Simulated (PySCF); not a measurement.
```yaml
atoms:
  - { symbol: C, position_ang: [-2.4434, 0.3619, 0.3135] }
  - { symbol: C, position_ang: [-1.0417, -0.0181, -0.0283] }
  - { symbol: C, position_ang: [-0.5915, -1.0150, -0.9270] }
  - { symbol: N, position_ang: [0.7322, -1.0789, -0.9766] }
  - { symbol: N, position_ang: [1.1583, -0.1474, -0.1319] }
  - { symbol: C, position_ang: [2.5697, 0.0481, 0.0624] }
  - { symbol: C, position_ang: [0.1363, 0.5176, 0.4638] }
  - { symbol: H, position_ang: [-2.9743, -0.4587, 0.8228] }
  - { symbol: H, position_ang: [-3.0253, 0.6153, -0.5868] }
  - { symbol: H, position_ang: [-2.4679, 1.2353, 0.9808] }
  - { symbol: H, position_ang: [-1.1912, -1.6884, -1.5410] }
  - { symbol: H, position_ang: [3.0575, 0.2838, -0.8943] }
  - { symbol: H, position_ang: [3.0300, -0.8608, 0.4771] }
  - { symbol: H, position_ang: [2.7256, 0.8803, 0.7604] }
  - { symbol: H, position_ang: [0.3140, 1.3149, 1.1837] }
```

Geometry: PBE0-D3(BJ)/def2-SVP.

Method: DFT single point, gas phase, functional wB97X in PySCF.

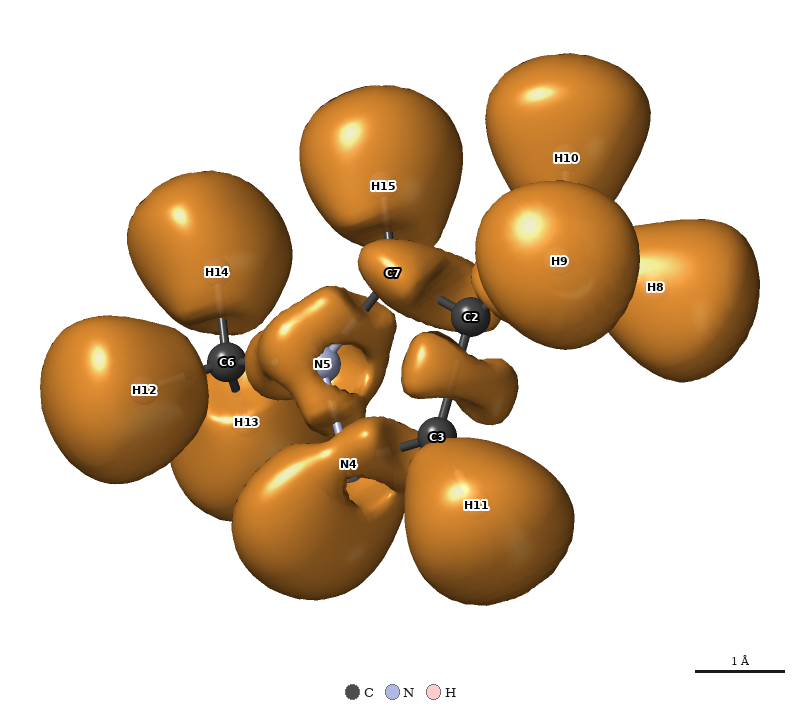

C5H8N2 (SMILES Cc1cnn(C)c1). Isosurface of the electron localisation function at 0.75 (orange), seen at an oblique angle. Core shells and regions of very low density are left out.

Describe the localisation domains.

Answer. The surface consists of three regions between bonded C–C atoms (shared pairs), eight regions around hydrogen nuclei and two regions on N in which the atom's valence shell and bonds are merged.

Values along the shortest contacts:
C–N (1.33 Å): the ELF peaks at about 0.90 between the atoms (localised, covalent bonding). N–N (1.33 Å): the ELF peaks at about 0.90 between the atoms (localised, covalent bonding).
